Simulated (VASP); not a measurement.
# A VASP study of ScAl3 (PBEsol + D3(BJ)): structure first, properties next, part 2 of 2

What structure and properties does PBEsol + D3(BJ) give ScAl3, and how near are they to the measured ones? The start is a computed cell from the Materials Project.

VASP 6.6.1; PBEsol with D3(BJ); plane waves and PAW (Sc_sv, Al).

Still holding for the runs below: The k-mesh is coarse for a metal.

So far. Step 10 (Volume scan with PBEsol + D3(BJ) (run 3)): The run ends at a pressure of 2.10 GPa.

## Step 11: Volume scan with PBEsol + D3(BJ) (run 4)

The input, INCAR:

```
SYSTEM = ScAl3
PREC = Accurate
ENCUT = 400
EDIFF = 1E-06
NELM = 100
ISMEAR = 1
SIGMA = 0.2
LREAL = .FALSE.
ALGO = Normal
GGA = PS
IVDW = 12
NBANDS = 16
LASPH = .TRUE.
LORBIT = 11
LWAVE = .FALSE.
LCHARG = .FALSE.
KPAR = 4
ISIF = 2
```

The input, POSCAR:

```
ScAl3
1.0
    4.0191528151      0.0000000000      0.0000000000
    0.0000000000      4.0191528151      0.0000000000
    0.0000000000      0.0000000000      4.0191528151
Sc Al
1 3
Direct
    0.0000000000      0.0000000000      0.0000000000
    0.5000000000      0.0000000000      0.5000000000
    0.0000000000      0.5000000000      0.5000000000
    0.5000000000      0.5000000000      0.0000000000
```

The input, KPOINTS:

```
Automatic mesh
0
Gamma
5 5 5
0 0 0
```

Potentials, in the order of the species: Sc_sv and Al (PBE family, release 64).

The run is started by

```console
> mpirun -np 4 vasp_std
```

It took 5.8 s on 4 MPI ranks of Intel Xeon Platinum 8559C (Emerald Rapids), shared host; peak memory 0.63 GiB; 19 s of CPU time.

The pressure falls from 2.10 to -0.02 GPa.

The run ends at a pressure of -0.02 GPa.

## Step 12: Volume scan with PBEsol + D3(BJ) (run 5)

INCAR is that of step 11.

The input, POSCAR:

```
ScAl3
1.0
    4.0457704969      0.0000000000      0.0000000000
    0.0000000000      4.0457704969      0.0000000000
    0.0000000000      0.0000000000      4.0457704969
Sc Al
1 3
Direct
    0.0000000000      0.0000000000      0.0000000000
    0.5000000000      0.0000000000      0.5000000000
    0.0000000000      0.5000000000      0.5000000000
    0.5000000000      0.5000000000      0.0000000000
```

KPOINTS is that of step 11.

The run is started by

```console
> mpirun -np 4 vasp_std
```

The job ended after 5.8 s (4 MPI ranks; peak memory 0.62 GiB).

The pressure falls from -0.02 to -1.94 GPa.

The run ends at a pressure of -1.94 GPa.

## Step 13: Volume scan with PBEsol + D3(BJ) (run 6)

INCAR is that of step 12.

The input, POSCAR:

```
ScAl3
1.0
    4.0720424700      0.0000000000      0.0000000000
    0.0000000000      4.0720424700      0.0000000000
    0.0000000000      0.0000000000      4.0720424700
Sc Al
1 3
Direct
    0.0000000000      0.0000000000      0.0000000000
    0.5000000000      0.0000000000      0.5000000000
    0.0000000000      0.5000000000      0.5000000000
    0.5000000000      0.5000000000      0.0000000000
```

KPOINTS is that of step 12.

The run is started by

```console
> mpirun -np 4 vasp_std
```

The job ended after 6 s (4 MPI ranks; peak memory 0.6 GiB; 20 s of CPU time).

The pressure falls from -1.94 to -3.67 GPa.

The run ends at a pressure of -3.67 GPa.

## Step 14: Volume scan with PBEsol + D3(BJ) (run 7)

A prediction first. A parabola through the 6 pressures of evenly scaled cells so far, P = -0.02 -101.1 t +208 t² GPa with t = ln(V/V₁) and V₁ the volume at scale 1, gives -5.21 GPa at t = +0.0583.

INCAR is that of step 13.

The input, POSCAR:

```
ScAl3
1.0
    4.0979797456      0.0000000000      0.0000000000
    0.0000000000      4.0979797456      0.0000000000
    0.0000000000      0.0000000000      4.0979797456
Sc Al
1 3
Direct
    0.0000000000      0.0000000000      0.0000000000
    0.5000000000      0.0000000000      0.5000000000
    0.0000000000      0.5000000000      0.5000000000
    0.5000000000      0.5000000000      0.0000000000
```

KPOINTS is that of step 13.

The run is started by

```console
> mpirun -np 4 vasp_std
```

The job ended after 5.8 s (4 MPI ranks; peak memory 0.61 GiB).

The pressure falls from -3.67 to -5.24 GPa. The parabola predicted -5.21 GPa, +0.03 GPa off.

## Step 15: Side by side

Times are for 4 MPI ranks of Intel Xeon Platinum 8559C (Emerald Rapids), shared host. Results by setting:

```tsv
no.	volume scale	energy above the lowest point (meV/atom)	pressure (GPa)	time	memory (GiB)
1	0.94	20.8	7.034	5.8 s	0.6
2	0.96	9.04	4.446	5.6 s	0.61
3	0.98	2.26	2.100	5.8 s	0.61
4	1	0	-0.01847	5.8 s	0.63
5	1.02	1.83	-1.936	5.8 s	0.62
6	1.04	7.35	-3.673	6 s	0.6
7	1.06	16.25	-5.239	5.8 s	0.61
```

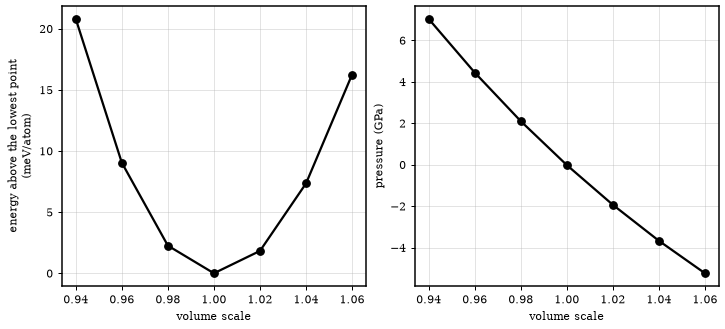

The series as plots.

## Step 16: Fit for PBEsol + D3(BJ)

This step: Birch-Murnaghan fit, PBEsol with D3(BJ); plane waves and PAW (VASP 6.6.1).

This step runs nothing: it gathers the runs above.

This step gave:

```
pressure derivative of the bulk modulus : 3.942
r.m.s. error of the fit                 : 3.46e-6 eV/atom
minimum inside the sampled range        : yes
bulk modulus                            : 100.5 GPa
equilibrium volume of the fit           : 16.24 Å³/atom
```

Energy above the fitted minimum against volume:

```tsv
volume (Å³/atom)	energy above the fitted minimum (eV/atom)
15.257	0.0208
15.582	0.00904
15.906	0.00226
16.231	2.1e-6
16.556	0.00184
16.880	0.00736
17.205	0.0163
```

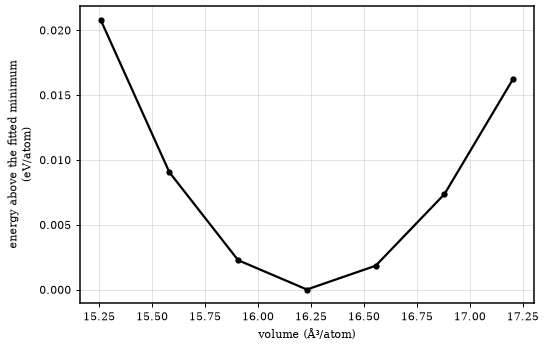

Energy above the fitted minimum against volume.

The fitted volume lies +0.07 % from the relaxed one.

## Step 17: Summary of results

* relaxed volume: 16.23 Å³/atom
* relaxed conventional cell a, b, c: 4.019, 4.019, 4.019 Å
* space group after relaxing, within 0.02 Å: Pm-3m (No. 221)
* band gap: none, a metal
* DOS at the Fermi level: 1.39 states/eV/cell
* largest field gradient Vzz: 17.41 V/Å² on Al2
* bulk modulus from the fit: 101 GPa
* volume from the fit: 16.2 Å³/atom

**Reading.** With PBEsol + D3(BJ), ScAl3 relaxes to 16.23 Å³/atom in space group Pm-3m (held by the symmetry of the run), comes out as a metal and has a bulk modulus of 101 GPa. Band structure (PBEsol + D3(BJ)): Of the bands kept, 2 cross the Fermi level on this path. The k-sampling is coarse for a metal, so the Fermi level, pressures and the shape of the cell carry errors. No search among competing phases was made, and a listed structure need not be the one stable at ambient conditions. All values are for a static lattice at zero temperature.

Calculation against experiment:

| quantity | measured | PBEsol with D3(BJ) |
| --- | --- | --- |
| lattice constant a (Å) | 4.103 | 4.019 (-2.0 %) |

Measured values from pmc:8067998 (2021).

Verdict: The lattice constant a is off by -2.0 %: a clear miss. The grades are ours: good and fair within 0.7 and 1.5 % for the lattice constant a. For lattice constants the calculation has a static lattice, without zero-point motion or thermal expansion (measured at up to 300 K).

[Lines on the potential files, build, host, timing and source positions are cut from VASP's logs without a mark.]

[Logs are printed without paths, hosts, clocks, repeated set-up lines and the standing remarks that a program may print on its own settings, such as how far it seeks lower states.]

[Hosts, paths, dates, database ids (printed as entryN), source tags and the programs' standing remarks are cut or masked in the printed files.]

[A measured line is paired with the nearest computed mode of its activity, which favours agreement.]
